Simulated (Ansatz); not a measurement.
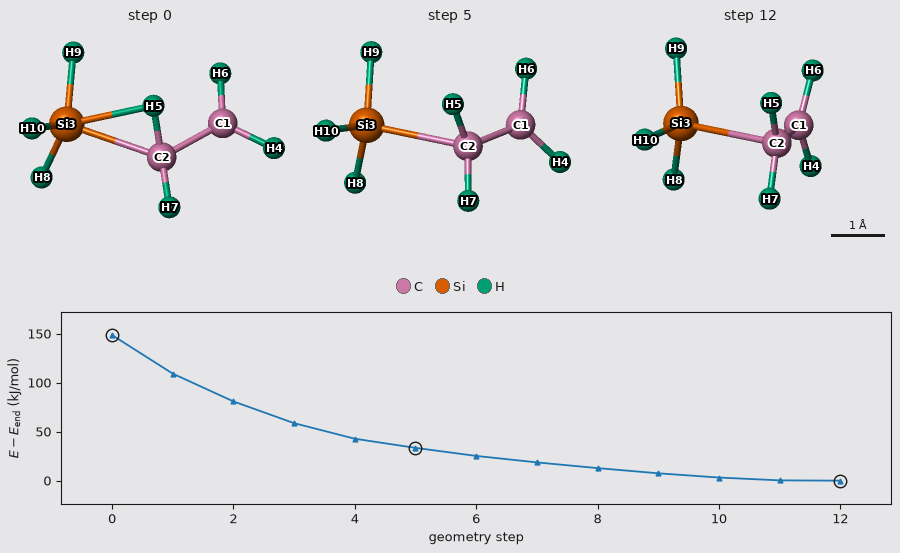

Frames of a relaxation of C$_{2}$H$_{7}$Si (charge +1), marked on the history of the run. Style: ball-and-stick. Shown at a tilt.

It is one of the separated reactants of a reaction.

Level of theory: RKS PBE-D4/def2-SVP in Ansatz.

Input file:
```yaml
crystal:
  periodic: [false, false, false]
  atoms:
    - {symbol: C, position_ang: [-1.223662, 0.589574, -0.583798]}
    - {symbol: C, position_ang: [-0.082475, -0.195938, -0.573438]}
    - {symbol: Si, position_ang: [1.020662, -0.589394, 0.958267]}
    - {symbol: H, position_ang: [-1.840882, 0.681313, -1.475554]}
    - {symbol: H, position_ang: [0.263227, 0.680520, -0.087732]}
    - {symbol: H, position_ang: [-1.582376, 1.055955, 0.331681]}
    - {symbol: H, position_ang: [0.190899, -0.632406, -1.537444]}
    - {symbol: H, position_ang: [0.740629, -2.033784, 1.116961]}
    - {symbol: H, position_ang: [0.509245, 0.257129, 2.054543]}
    - {symbol: H, position_ang: [2.406274, -0.296807, 0.542807]}
basis:
  gaussian: {orbitals: def2-SVP}
total_charge: 1
hamiltonian: {xc: pbe, dispersion: d4}
relax: {f_tol: 0.03, max_steps: 250}
```

Launched with:
```bash
ansatz run in.yaml --threads 2 --pin off --events-out ev --progress --plain --max-ram 4352MiB
```

> Describe the path.

H4 moves most after the best rigid fit: 1.62 Å. Largest moves by element: H 1.62 Å, C 0.80 Å, Si 0.41 Å. Some distances before and after: Si3–H5 1.811 → 2.729 Å, C1–Si3 2.967 → 2.239 Å, C2–Si3 1.928 → 2.266 Å, C2–H5 1.060 → 1.106 Å. Among the angles between lasting bonds that change: C1–C2–Si3 126.4° → 71.1°, C1–C2–H5 78.7° → 121.4°, Si3–C2–H5 67.6° → 102.6°. After 12 geometry steps the energy has fallen by 148.7 kJ/mol. The largest force component goes from 3.1 to 0.028 eV/Å. From step 0 to 5: H4 moves most (0.79 Å), energy −115.2 kJ/mol. From step 5 to 12: H4 moves most (0.95 Å), energy −33.5 kJ/mol.

```
step  E − E(0), kJ/mol  largest force component, eV/Å
   0              0.00                         3.1007
   1            -39.38                         1.6547
   2            -67.76                         1.0614
   3            -89.97                         0.7448
   4           -105.87                         0.5769
   5           -115.20                         0.5358
   6           -123.42                         0.4007
   7           -130.04                         0.4989
   8           -135.87                         0.2986
   9           -141.18                         0.5993
  10           -145.50                         0.8231
  11           -148.39                         0.1548
  12           -148.70                         0.0283
```
